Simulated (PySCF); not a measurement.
**C₂H₅B: NMR shifts and spin-spin couplings at several levels of theory, part 1 of 2**

How much do the NMR shifts and spin-spin couplings of C₂H₅B (`BC=C`) depend on the level of theory, and what does each level cost?

The runs use PySCF 2.14.0, with density-fitted response routines of our own; the level of theory stands in each step. All values are computed, except where a source is named. Atoms count from 0, in the outputs and in this text.

### Step 1. The starting structure

8 atoms, charge 0, multiplicity 1; geometry from: PBE0-D3(BJ)/def2-SVP.

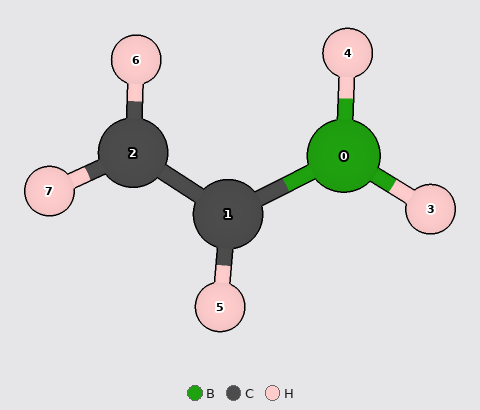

The starting geometry (boron green, carbon dark grey, hydrogen pink), atoms numbered.

### Step 2. Shielding tensors: PBE0/6-31G*

What the job is given:

```
{"job": {"kind": "nmr", "xc": "PBE0", "basis": "6-31G*", "pop": true}, "charge": 0, "multiplicity": 1}
B      1.239421     0.026824    -0.138870
C     -0.186073    -0.546888    -0.015551
C     -1.262353     0.259040    -0.092256
H      2.222176    -0.672322    -0.044090
H      1.377903     1.214444    -0.334274
H     -0.361038    -1.617902     0.146455
H     -1.144581     1.336674    -0.253296
H     -2.291024    -0.109310     0.001005
```

Method: GIAO PBE0/6-31G* NMR shielding, non-relativistic, gas phase.

Launch:

```bash
$ OMP_NUM_THREADS=1 python probes_run.py task.json out
```

One launch serves the whole session: the jobs run in the order shown.

What it wrote:

```text
coarse grid: 6360 points
cycle   1  E = -103.8763728187  dE =  1.703e-02  |g| = 2.705e-01  |ddm| = 2.332e+00
cycle   2  E = -103.8713609935  dE =  5.012e-03  |g| = 3.071e-01  |ddm| = 5.789e-01
cycle   3  E = -103.8972135933  dE = -2.585e-02  |g| = 7.025e-02  |ddm| = 3.467e-01
cycle   4  E = -103.8984466195  dE = -1.233e-03  |g| = 1.911e-02  |ddm| = 6.593e-02
cycle   5  E = -103.8985464089  dE = -9.979e-05  |g| = 4.297e-03  |ddm| = 2.082e-02
cycle   6  E = -103.8985529425  dE = -6.534e-06  |g| = 5.106e-04  |ddm| = 4.967e-03
final grid: 60488 points
cycle   7  E = -103.8754327578  dE = -1.045e-05  |g| = 4.983e-03  |ddm| = 1.334e-02
cycle   8  E = -103.8754324880  dE =  2.698e-07  |g| = 5.191e-03  |ddm| = 1.041e-02
cycle   9  E = -103.8754401174  dE = -7.629e-06  |g| = 4.249e-04  |ddm| = 5.132e-03
cycle  10  E = -103.8754401681  dE = -5.073e-08  |g| = 1.852e-04  |ddm| = 5.491e-04
cycle  11  E = -103.8754401774  dE = -9.279e-09  |g| = 3.802e-05  |ddm| = 1.680e-04
cycle  12  E = -103.8754401778  dE = -3.676e-10  |g| = 4.953e-06  |ddm| = 3.430e-05
converged SCF energy = -103.8754401778

GIAO shielding tensors (ppm)
atom      isotropic    diamagn.    paramagn.     s11        s22        s33       span
  0 B       44.092     197.035    -152.944     -3.639      6.598    129.315    132.954
  1 C       57.184     250.583    -193.399    -56.872     37.842    190.580    247.452
  2 C       41.601     257.236    -215.635    -66.445     30.592    160.656    227.101
  3 H       24.799      29.546      -4.747     20.245     26.448     27.704      7.459
  4 H       24.912      30.687      -5.776     19.486     27.182     28.067      8.581
  5 H       24.575      29.205      -4.630     20.915     25.078     27.734      6.820
  6 H       25.149      31.039      -5.890     22.101     25.651     27.696      5.595
  7 H       24.955      29.323      -4.368     21.889     25.370     27.608      5.719
```

It took 2.3 s on 1 thread of Arm Neoverse V1, shared host; peak memory 0.32 GiB.

Shifts follow as δ = σ(reference) − σ, with reference shieldings (ppm) from runs at the same level and on the same kind of geometry: 1H TMS 31.96, 13C TMS 194.1, 11B BF3·OEt2 112.3. The references are single molecules in the gas phase. Atoms listed in one row are averaged.

```csv
atoms,environment,σ (ppm),δ (ppm)
C2,terminal =CH2 carbon,41.6,152.5
C1,alkene CH,57.2,137.0
H5,hydrogen on an alkene CH,24.58,7.39
"H3, H4",hydrogen on a boron bonded to C,24.86,7.11
H7,hydrogen on a terminal =CH2 carbon,24.96,7.01
H6,hydrogen on a terminal =CH2 carbon,25.15,6.81
B0,"boron bonded to C, 2 H",44.1,68.2
```

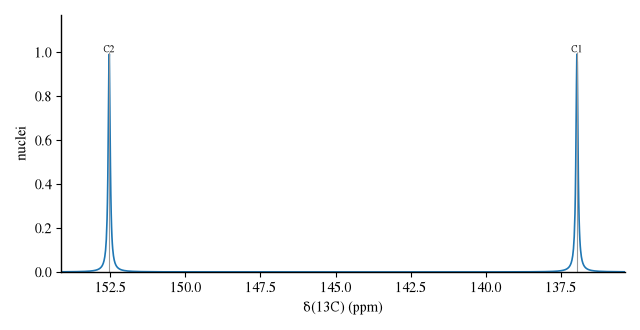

13C lines at the computed shifts, without couplings. Lines are broadened to a width of 0.08 ppm (Lorentzian).

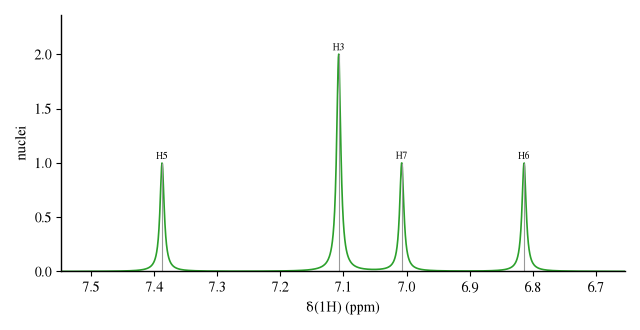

1H lines at the computed shifts, without couplings. Lines are broadened to a width of 0.01 ppm (Lorentzian).

The run also stored atomic charges by several schemes (e):

```csv
atoms,Mulliken,IAO,Hirshfeld,ESP fit
B0,0.04,0.03,0.12,0.26
C1,-0.20,-0.28,-0.11,-0.15
C2,-0.35,-0.20,-0.03,-0.30
```

IAO charges:

```csv
atom,value (e)
B0,0.03
C1,-0.28
C2,-0.20
H3,0.00
H4,0.00
H5,0.14
H6,0.15
H7,0.15
```

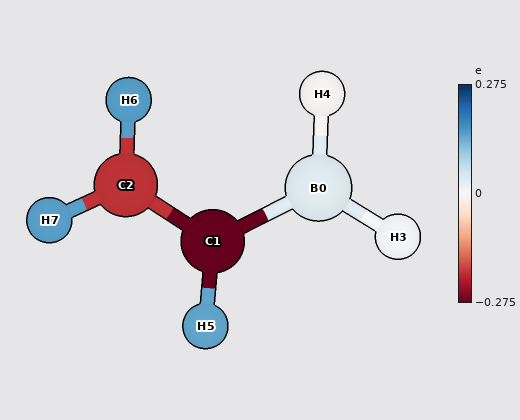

IAO charges, as colours on the atoms.

Mayer bond orders: B0–C1 1.11, C1–C2 1.85.

### Step 3. NMR shieldings: PBE0/6-311+G(2d,p)

Settings changed since step 2:

```diff
@@ -1,2 +1,2 @@
-{"job": {"kind": "nmr", "xc": "PBE0", "basis": "6-31G*", "pop": true}, "charge": 0, "multiplicity": 1}
+{"job": {"kind": "nmr", "xc": "PBE0", "basis": "6-311+G(2d,p)", "pop": true}, "charge": 0, "multiplicity": 1}
 B      1.239421     0.026824    -0.138870
```

With the program's defaults for keys left out, this is: GIAO PBE0/6-311+G(2d,p) NMR shielding, non-relativistic, gas phase.

What it wrote:

```text
coarse grid: 6360 points
cycle   1  E = -103.8905667479  dE =  1.751e-02  |g| = 2.669e-01  |ddm| = 2.048e+00
cycle   2  E = -103.8838033128  dE =  6.763e-03  |g| = 3.169e-01  |ddm| = 4.421e-01
cycle   3  E = -103.9110461990  dE = -2.724e-02  |g| = 6.506e-02  |ddm| = 2.470e-01
cycle   4  E = -103.9119811239  dE = -9.349e-04  |g| = 2.521e-02  |ddm| = 5.033e-02
cycle   5  E = -103.9121478415  dE = -1.667e-04  |g| = 4.418e-03  |ddm| = 1.800e-02
cycle   6  E = -103.9121546341  dE = -6.793e-06  |g| = 7.749e-04  |ddm| = 4.242e-03
final grid: 60488 points
cycle   7  E = -103.9072242978  dE = -2.390e-05  |g| = 5.043e-03  |ddm| = 2.565e-02
cycle   8  E = -103.9072230380  dE =  1.260e-06  |g| = 5.470e-03  |ddm| = 7.404e-03
cycle   9  E = -103.9072311185  dE = -8.081e-06  |g| = 4.751e-04  |ddm| = 3.631e-03
cycle  10  E = -103.9072311684  dE = -4.988e-08  |g| = 2.648e-04  |ddm| = 5.141e-04
cycle  11  E = -103.9072311876  dE = -1.921e-08  |g| = 5.765e-05  |ddm| = 1.829e-04
cycle  12  E = -103.9072311884  dE = -8.058e-10  |g| = 8.614e-06  |ddm| = 4.204e-05
converged SCF energy = -103.9072311884

GIAO shielding tensors (ppm)
atom      isotropic    diamagn.    paramagn.     s11        s22        s33       span
  0 B       30.462     194.520    -164.058    -21.517     -9.458    122.360    143.877
  1 C       37.212     252.807    -215.595    -89.643     16.708    184.571    274.214
  2 C       23.217     254.611    -231.394    -94.668     11.477    152.842    247.510
  3 H       24.468      29.491      -5.024     19.612     26.617     27.173      7.561
  4 H       24.591      30.475      -5.884     18.821     27.273     27.680      8.860
  5 H       24.028      30.291      -6.263     19.675     24.936     27.472      7.798
  6 H       24.591      31.217      -6.625     21.193     25.252     27.329      6.136
  7 H       24.288      29.783      -5.495     20.912     24.674     27.277      6.365
```

Run time: 4.6 s. Hardware: 1 thread of Arm Neoverse V1, shared host; peak memory 0.45 GiB.

This run: δ C2 163.2, C1 149.2, B0 72.0, H5 7.48, H7 7.22 ppm.

### Step 4. Nuclear shieldings: PBE0/def2-SVP

Settings changed since step 3:

```diff
@@ -1,2 +1,2 @@
-{"job": {"kind": "nmr", "xc": "PBE0", "basis": "6-311+G(2d,p)", "pop": true}, "charge": 0, "multiplicity": 1}
+{"job": {"kind": "nmr", "xc": "PBE0", "basis": "def2-SVP", "pop": true}, "charge": 0, "multiplicity": 1}
 B      1.239421     0.026824    -0.138870
```

Method: GIAO PBE0/def2-SVP NMR shielding, non-relativistic, gas phase.

What it wrote:

```text
coarse grid: 6360 points
cycle   1  E = -103.7666453642  dE = -5.770e-04  |g| = 2.416e-01  |ddm| = 2.656e+00
cycle   2  E = -103.7612641900  dE =  5.381e-03  |g| = 2.868e-01  |ddm| = 5.647e-01
cycle   3  E = -103.7840028923  dE = -2.274e-02  |g| = 6.317e-02  |ddm| = 3.158e-01
cycle   4  E = -103.7849830201  dE = -9.801e-04  |g| = 2.022e-02  |ddm| = 6.518e-02
cycle   5  E = -103.7850966688  dE = -1.136e-04  |g| = 3.718e-03  |ddm| = 2.135e-02
cycle   6  E = -103.7851018139  dE = -5.145e-06  |g| = 5.836e-04  |ddm| = 5.169e-03
final grid: 60488 points
cycle   7  E = -103.8024313638  dE = -1.307e-05  |g| = 4.719e-03  |ddm| = 1.620e-02
cycle   8  E = -103.8024306433  dE =  7.206e-07  |g| = 5.050e-03  |ddm| = 9.354e-03
cycle   9  E = -103.8024379492  dE = -7.306e-06  |g| = 4.009e-04  |ddm| = 4.836e-03
cycle  10  E = -103.8024379939  dE = -4.471e-08  |g| = 1.829e-04  |ddm| = 5.808e-04
cycle  11  E = -103.8024380030  dE = -9.136e-09  |g| = 3.978e-05  |ddm| = 1.756e-04
cycle  12  E = -103.8024380034  dE = -4.104e-10  |g| = 5.160e-06  |ddm| = 4.045e-05
converged SCF energy = -103.8024380034

GIAO shielding tensors (ppm)
atom      isotropic    diamagn.    paramagn.     s11        s22        s33       span
  0 B       39.752     197.225    -157.473    -10.809      0.653    129.412    140.222
  1 C       51.836     249.275    -197.439    -67.753     28.698    194.562    262.315
  2 C       36.170     253.257    -217.087    -75.358     21.629    162.237    237.595
  3 H       24.278      29.676      -5.397     19.464     26.147     27.224      7.760
  4 H       24.401      30.780      -6.379     18.647     27.002     27.554      8.907
  5 H       23.969      30.032      -6.062     19.852     24.758     27.299      7.447
  6 H       24.602      31.340      -6.738     21.205     25.056     27.546      6.341
  7 H       24.326      29.428      -5.103     20.909     24.795     27.273      6.364
```

Wall time 2.6 s (1 thread of Arm Neoverse V1, shared host); peak memory 0.45 GiB.

Key values: δ C2 157.6, C1 141.9, B0 70.9, H5 7.37, H7 7.02 ppm.

### Step 5. Shielding tensors: PBE0/def2-TZVP

Settings changed since step 4:

```diff
@@ -1,2 +1,2 @@
-{"job": {"kind": "nmr", "xc": "PBE0", "basis": "def2-SVP", "pop": true}, "charge": 0, "multiplicity": 1}
+{"job": {"kind": "nmr", "xc": "PBE0", "basis": "def2-TZVP", "pop": true}, "charge": 0, "multiplicity": 1}
 B      1.239421     0.026824    -0.138870
```

Method: GIAO PBE0/def2-TZVP NMR shielding, non-relativistic, gas phase.

What it wrote:

```text
coarse grid: 6360 points
cycle   1  E = -103.8981961466  dE =  1.611e-02  |g| = 2.780e-01  |ddm| = 1.878e+00
cycle   2  E = -103.8914289697  dE =  6.767e-03  |g| = 3.236e-01  |ddm| = 4.284e-01
cycle   3  E = -103.9196152125  dE = -2.819e-02  |g| = 6.776e-02  |ddm| = 2.534e-01
cycle   4  E = -103.9206163090  dE = -1.001e-03  |g| = 2.707e-02  |ddm| = 4.928e-02
cycle   5  E = -103.9208069907  dE = -1.907e-04  |g| = 4.502e-03  |ddm| = 1.847e-02
cycle   6  E = -103.9208139856  dE = -6.995e-06  |g| = 7.968e-04  |ddm| = 4.109e-03
final grid: 60488 points
cycle   7  E = -103.9145256990  dE = -2.568e-05  |g| = 5.239e-03  |ddm| = 3.249e-02
cycle   8  E = -103.9145242020  dE =  1.497e-06  |g| = 5.681e-03  |ddm| = 7.139e-03
cycle   9  E = -103.9145328114  dE = -8.609e-06  |g| = 5.517e-04  |ddm| = 3.707e-03
cycle  10  E = -103.9145328785  dE = -6.712e-08  |g| = 3.046e-04  |ddm| = 5.485e-04
cycle  11  E = -103.9145329036  dE = -2.512e-08  |g| = 5.720e-05  |ddm| = 1.990e-04
cycle  12  E = -103.9145329044  dE = -8.022e-10  |g| = 8.613e-06  |ddm| = 4.061e-05
converged SCF energy = -103.9145329044

GIAO shielding tensors (ppm)
atom      isotropic    diamagn.    paramagn.     s11        s22        s33       span
  0 B       29.343     195.760    -166.418    -22.918    -11.539    122.484    145.402
  1 C       36.085     251.302    -215.217    -91.976     15.481    184.751    276.727
  2 C       21.688     253.592    -231.904    -97.607     10.155    152.516    250.123
  3 H       24.437      29.349      -4.912     19.493     26.638     27.180      7.688
  4 H       24.543      30.249      -5.707     18.680     27.296     27.652      8.972
  5 H       23.983      30.071      -6.088     19.533     24.943     27.472      7.940
  6 H       24.568      30.706      -6.138     21.094     25.213     27.398      6.304
  7 H       24.273      29.366      -5.093     20.766     24.717     27.337      6.571
```

Wall time 5.2 s (1 thread of Arm Neoverse V1, shared host); peak memory 0.49 GiB.

This run: δ C2 165.0, C1 150.6, B0 73.3, H5 7.50, H7 7.21 ppm.

### Step 6. NMR shieldings: PBE0/cc-pVDZ

Settings changed since step 5:

```diff
@@ -1,2 +1,2 @@
-{"job": {"kind": "nmr", "xc": "PBE0", "basis": "def2-TZVP", "pop": true}, "charge": 0, "multiplicity": 1}
+{"job": {"kind": "nmr", "xc": "PBE0", "basis": "cc-pVDZ", "pop": true}, "charge": 0, "multiplicity": 1}
 B      1.239421     0.026824    -0.138870
```

Method: GIAO PBE0/cc-pVDZ NMR shielding, non-relativistic, gas phase.

What it wrote:

```text
coarse grid: 6360 points
cycle   1  E = -103.8574884908  dE =  3.823e-02  |g| = 2.483e-01  |ddm| = 5.117e+00
cycle   2  E = -103.8521137796  dE =  5.375e-03  |g| = 2.916e-01  |ddm| = 1.081e+00
cycle   3  E = -103.8756814601  dE = -2.357e-02  |g| = 6.352e-02  |ddm| = 5.113e-01
cycle   4  E = -103.8766676262  dE = -9.862e-04  |g| = 2.021e-02  |ddm| = 1.147e-01
cycle   5  E = -103.8767808625  dE = -1.132e-04  |g| = 3.888e-03  |ddm| = 3.685e-02
cycle   6  E = -103.8767864909  dE = -5.628e-06  |g| = 5.881e-04  |ddm| = 1.025e-02
final grid: 60488 points
cycle   7  E = -103.8831939421  dE = -1.255e-05  |g| = 5.242e-03  |ddm| = 4.178e-02
cycle   8  E = -103.8831930482  dE =  8.939e-07  |g| = 5.618e-03  |ddm| = 2.025e-02
cycle   9  E = -103.8832021033  dE = -9.055e-06  |g| = 4.377e-04  |ddm| = 1.027e-02
cycle  10  E = -103.8832021585  dE = -5.520e-08  |g| = 1.952e-04  |ddm| = 1.130e-03
cycle  11  E = -103.8832021689  dE = -1.043e-08  |g| = 4.084e-05  |ddm| = 3.040e-04
cycle  12  E = -103.8832021693  dE = -4.258e-10  |g| = 5.763e-06  |ddm| = 7.843e-05
converged SCF energy = -103.8832021693

GIAO shielding tensors (ppm)
atom      isotropic    diamagn.    paramagn.     s11        s22        s33       span
  0 B       42.162     199.234    -157.072     -6.661      3.052    130.093    136.754
  1 C       53.594     248.095    -194.501    -65.150     32.814    193.118    258.268
  2 C       39.059     254.607    -215.548    -72.277     26.103    163.350    235.627
  3 H       24.180      29.782      -5.602     19.385     26.109     27.046      7.661
  4 H       24.288      30.911      -6.622     18.651     26.708     27.506      8.855
  5 H       23.846      29.903      -6.057     19.569     24.778     27.189      7.620
  6 H       24.436      31.399      -6.963     20.986     25.039     27.283      6.297
  7 H       24.125      29.286      -5.161     20.663     24.609     27.104      6.441
```

It took 2.7 s on 1 thread of Arm Neoverse V1, shared host; peak memory 0.36 GiB.

This run: δ C2 157.7, C1 143.2, B0 71.7, H5 7.44, H7 7.16 ppm.

### Step 7. NMR shieldings: PBE0/cc-pVTZ

Settings changed since step 6:

```diff
@@ -1,2 +1,2 @@
-{"job": {"kind": "nmr", "xc": "PBE0", "basis": "cc-pVDZ", "pop": true}, "charge": 0, "multiplicity": 1}
+{"job": {"kind": "nmr", "xc": "PBE0", "basis": "cc-pVTZ", "pop": true}, "charge": 0, "multiplicity": 1}
 B      1.239421     0.026824    -0.138870
```

Method: GIAO PBE0/cc-pVTZ NMR shielding, non-relativistic, gas phase.

What it wrote:

```text
coarse grid: 6360 points
cycle   1  E = -103.8931112259  dE =  1.533e-02  |g| = 2.779e-01  |ddm| = 5.651e+00
cycle   2  E = -103.8866444848  dE =  6.467e-03  |g| = 3.225e-01  |ddm| = 1.025e+00
cycle   3  E = -103.9144551293  dE = -2.781e-02  |g| = 6.849e-02  |ddm| = 5.480e-01
cycle   4  E = -103.9154894539  dE = -1.034e-03  |g| = 2.633e-02  |ddm| = 1.230e-01
cycle   5  E = -103.9156685479  dE = -1.791e-04  |g| = 4.527e-03  |ddm| = 4.226e-02
cycle   6  E = -103.9156755694  dE = -7.021e-06  |g| = 8.093e-04  |ddm| = 1.082e-02
final grid: 60488 points
cycle   7  E = -103.9132919044  dE = -3.680e-05  |g| = 5.421e-03  |ddm| = 8.764e-02
cycle   8  E = -103.9132903134  dE =  1.591e-06  |g| = 5.878e-03  |ddm| = 1.978e-02
cycle   9  E = -103.9132994466  dE = -9.133e-06  |g| = 5.455e-04  |ddm| = 9.978e-03
cycle  10  E = -103.9132995101  dE = -6.342e-08  |g| = 3.146e-04  |ddm| = 1.294e-03
cycle  11  E = -103.9132995367  dE = -2.662e-08  |g| = 6.269e-05  |ddm| = 4.658e-04
cycle  12  E = -103.9132995376  dE = -9.503e-10  |g| = 9.182e-06  |ddm| = 1.219e-04
converged SCF energy = -103.9132995376

GIAO shielding tensors (ppm)
atom      isotropic    diamagn.    paramagn.     s11        s22        s33       span
  0 B       30.491     195.963    -165.471    -21.749     -9.964    123.187    144.936
  1 C       37.473     247.685    -210.212    -89.615     17.024    185.010    274.625
  2 C       23.270     253.192    -229.922    -95.017     11.684    153.143    248.160
  3 H       24.384      29.503      -5.120     19.395     26.671     27.085      7.690
  4 H       24.488      30.103      -5.615     18.577     27.312     27.574      8.997
  5 H       23.784      29.593      -5.809     19.344     24.649     27.358      8.014
  6 H       24.373      30.411      -6.038     20.889     24.964     27.266      6.377
  7 H       24.071      29.460      -5.388     20.578     24.443     27.193      6.615
```

Wall time 6.9 s (1 thread of Arm Neoverse V1, shared host); peak memory 0.59 GiB.

This run: δ C2 164.0, C1 149.8, B0 72.3, H5 7.51, H7 7.22 ppm.

### Step 8. NMR shieldings: PBE0/aug-cc-pVDZ

Settings changed since step 7:

```diff
@@ -1,2 +1,2 @@
-{"job": {"kind": "nmr", "xc": "PBE0", "basis": "cc-pVTZ", "pop": true}, "charge": 0, "multiplicity": 1}
+{"job": {"kind": "nmr", "xc": "PBE0", "basis": "aug-cc-pVDZ", "pop": true}, "charge": 0, "multiplicity": 1}
 B      1.239421     0.026824    -0.138870
```

Method: GIAO PBE0/aug-cc-pVDZ NMR shielding, non-relativistic, gas phase.

What it wrote:

```text
coarse grid: 6360 points
cycle   1  E = -103.8614798635  dE =  3.400e-02  |g| = 2.551e-01  |ddm| = 7.631e+00
cycle   2  E = -103.8548915739  dE =  6.588e-03  |g| = 3.032e-01  |ddm| = 1.687e+00
cycle   3  E = -103.8807065510  dE = -2.581e-02  |g| = 6.229e-02  |ddm| = 6.325e-01
cycle   4  E = -103.8816315595  dE = -9.250e-04  |g| = 2.148e-02  |ddm| = 1.376e-01
cycle   5  E = -103.8817590017  dE = -1.274e-04  |g| = 3.945e-03  |ddm| = 5.517e-02
cycle   6  E = -103.8817647244  dE = -5.723e-06  |g| = 6.812e-04  |ddm| = 1.350e-02
final grid: 60488 points
cycle   7  E = -103.8881710154  dE = -1.445e-05  |g| = 5.252e-03  |ddm| = 1.190e-01
cycle   8  E = -103.8881695467  dE =  1.469e-06  |g| = 5.795e-03  |ddm| = 3.154e-02
cycle   9  E = -103.8881791797  dE = -9.633e-06  |g| = 4.277e-04  |ddm| = 1.441e-02
cycle  10  E = -103.8881792296  dE = -4.993e-08  |g| = 2.062e-04  |ddm| = 1.433e-03
cycle  11  E = -103.8881792413  dE = -1.173e-08  |g| = 4.579e-05  |ddm| = 3.704e-04
cycle  12  E = -103.8881792418  dE = -5.298e-10  |g| = 7.340e-06  |ddm| = 1.350e-04
converged SCF energy = -103.8881792418

GIAO shielding tensors (ppm)
atom      isotropic    diamagn.    paramagn.     s11        s22        s33       span
  0 B       38.758     226.799    -188.041    -10.351     -0.290    126.915    137.266
  1 C       51.839     212.735    -160.896    -67.911     30.547    192.879    260.790
  2 C       38.823     218.649    -179.826    -72.111     25.137    163.442    235.553
  3 H       24.197      27.224      -3.028     19.359     26.186     27.046      7.687
  4 H       24.339      29.362      -5.023     18.551     26.822     27.644      9.092
  5 H       23.824      32.043      -8.219     19.402     24.876     27.193      7.791
  6 H       24.409      32.849      -8.439     20.978     25.188     27.062      6.084
  7 H       24.038      33.913      -9.876     20.630     24.526     26.956      6.326
```

It took 4.7 s on 1 thread of Arm Neoverse V1, shared host; peak memory 0.48 GiB.

Key values: δ C2 156.3, C1 143.3, B0 71.4, H5 7.57, H7 7.36 ppm.

### Step 9. Nuclear shieldings: PBE0/IGLO-III

Settings changed since step 8:

```diff
@@ -1,2 +1,2 @@
-{"job": {"kind": "nmr", "xc": "PBE0", "basis": "aug-cc-pVDZ", "pop": true}, "charge": 0, "multiplicity": 1}
+{"job": {"kind": "nmr", "xc": "PBE0", "basis": "IGLO-III", "pop": true}, "charge": 0, "multiplicity": 1}
 B      1.239421     0.026824    -0.138870
```

With the program's defaults for keys left out, this is: GIAO PBE0/IGLO-III NMR shielding, non-relativistic, gas phase.

What it wrote:

```text
coarse grid: 6360 points
cycle   1  E = -103.8968627061  dE =  1.432e-02  |g| = 2.770e-01  |ddm| = 1.634e+00
cycle   2  E = -103.8900663173  dE =  6.796e-03  |g| = 3.214e-01  |ddm| = 3.932e-01
cycle   3  E = -103.9177303526  dE = -2.766e-02  |g| = 6.857e-02  |ddm| = 1.862e-01
cycle   4  E = -103.9187205616  dE = -9.902e-04  |g| = 2.904e-02  |ddm| = 3.954e-02
cycle   5  E = -103.9189377547  dE = -2.172e-04  |g| = 4.514e-03  |ddm| = 1.559e-02
cycle   6  E = -103.9189447451  dE = -6.990e-06  |g| = 8.541e-04  |ddm| = 3.272e-03
final grid: 60488 points
cycle   7  E = -103.9185154897  dE = -4.186e-05  |g| = 5.493e-03  |ddm| = 3.105e-02
cycle   8  E = -103.9185136051  dE =  1.885e-06  |g| = 6.034e-03  |ddm| = 6.290e-03
cycle   9  E = -103.9185232608  dE = -9.656e-06  |g| = 5.192e-04  |ddm| = 3.048e-03
cycle  10  E = -103.9185233103  dE = -4.950e-08  |g| = 3.377e-04  |ddm| = 4.259e-04
cycle  11  E = -103.9185233411  dE = -3.077e-08  |g| = 7.036e-05  |ddm| = 1.672e-04
cycle  12  E = -103.9185233423  dE = -1.183e-09  |g| = 9.238e-06  |ddm| = 3.649e-05
cycle  13  E = -103.9185233423  dE = -2.328e-11  |g| = 1.364e-06  |ddm| = 6.124e-06
converged SCF energy = -103.9185233423

GIAO shielding tensors (ppm)
atom      isotropic    diamagn.    paramagn.     s11        s22        s33       span
  0 B       23.209     192.760    -169.551    -30.856    -18.182    118.665    149.520
  1 C       29.306     253.840    -224.533   -101.833      8.290    181.462    283.295
  2 C       15.030     253.759    -238.729   -106.592      2.954    148.728    255.320
  3 H       24.401      29.283      -4.883     19.543     26.555     27.105      7.562
  4 H       24.538      30.104      -5.566     18.722     27.252     27.639      8.918
  5 H       23.882      30.486      -6.605     19.538     24.711     27.397      7.859
  6 H       24.484      30.948      -6.463     21.100     25.109     27.245      6.145
  7 H       24.159      29.467      -5.308     20.790     24.533     27.153      6.363
```

Wall time 6.7 s (1 thread of Arm Neoverse V1, shared host); peak memory 0.56 GiB.

Key values: δ C2 168.7, C1 154.5, B0 76.7, H5 7.49, H7 7.22 ppm.

(Continued in part 2 of 2.)
